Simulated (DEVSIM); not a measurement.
System: Pd/Si3N4/n-Ge capacitor, at 300 K.

```csv
layer (left to right),material,thickness (nm),Nd (cm⁻³)
1,Si3N4,2.80,-
2,Ge,9300,8.2e15
```

Metal gate on the left, work function 5.2 eV. Fixed charge at the semiconductor interface 9e11 cm⁻² (in units of +e); no interface traps.

This is a model device: material constants are rounded textbook-type values typed into the input, and sizes, dopings and lifetimes were drawn at random. Values at 300 K.

```csv
parameter,Si3N4,Ge
gap (eV),5.1,0.664
affinity (eV),2.1,4
permittivity,7.5,16
Nc (cm⁻³),-,1.04e19
Nv (cm⁻³),-,6e18
```

DEVSIM, 1D Poisson equation in equilibrium, Boltzmann statistics, complete ionisation; no quantum confinement or tunnelling. Metal contacts follow the ideal Schottky-Mott rule: no Fermi-level pinning, no interface dipoles.

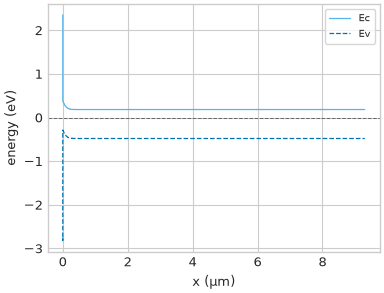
Figure. Band edges at 0.75 V on the gate

Energies count from the Fermi level of the right contact; mesh points crowd at the junctions.

| x (μm) | Ec (eV) | Ev (eV) | n (cm⁻³) | p (cm⁻³) | field (V/cm) |
|---|---|---|---|---|---|
| 0.000 | 2.350 | -2.750 | < 1e2 | < 1e2 | -250000 |
| 0.001016 | 2.324 | -2.776 | < 1e2 | < 1e2 | -250000 |
| 0.002076 | 2.297 | -2.803 | < 1e2 | < 1e2 | -250000 |
| 0.003111 | 0.378 | -0.286 | 4.6e12 | 9.5e13 | -18000 |
| 0.005991 | 0.373 | -0.291 | 5.6e12 | 7.8e13 | -17000 |
| 0.01145 | 0.364 | -0.300 | 8.0e12 | 5.4e13 | -17000 |
| 0.02378 | 0.344 | -0.320 | 1.7e13 | 2.5e13 | -16000 |
| 0.06713 | 0.284 | -0.380 | 1.7e14 | 2.5e12 | -12000 |
| 0.1545 | 0.214 | -0.450 | 2.6e15 | 1.7e11 | -4700 |
| 0.3463 | 0.186 | -0.478 | 7.9e15 | 5.5e10 | -180 |
| 0.7792 | 0.185 | -0.479 | 8.2e15 | 5.3e10 | ≈ 0 |
| 2.302 | 0.185 | -0.479 | 8.2e15 | 5.3e10 | ≈ 0 |
| 5.103 | 0.185 | -0.479 | 8.2e15 | 5.3e10 | ≈ 0 |
| 7.441 | 0.185 | -0.479 | 8.2e15 | 5.3e10 | ≈ 0 |
| 8.695 | 0.185 | -0.479 | 8.2e15 | 5.3e10 | ≈ 0 |
| 9.034 | 0.185 | -0.479 | 8.2e15 | 5.3e10 | ≈ 0 |
| 9.184 | 0.185 | -0.479 | 8.2e15 | 5.3e10 | ≈ 0 |
| 9.251 | 0.185 | -0.479 | 8.2e15 | 5.3e10 | ≈ 0 |
| 9.286 | 0.185 | -0.479 | 8.2e15 | 5.3e10 | ≈ 0 |
| 9.296 | 0.185 | -0.479 | 8.2e15 | 5.3e10 | ≈ 0 |
| 9.301 | 0.185 | -0.479 | 8.2e15 | 5.3e10 | ≈ 0 |
| 9.303 | 0.185 | -0.479 | 8.2e15 | 5.3e10 | ≈ 0 |
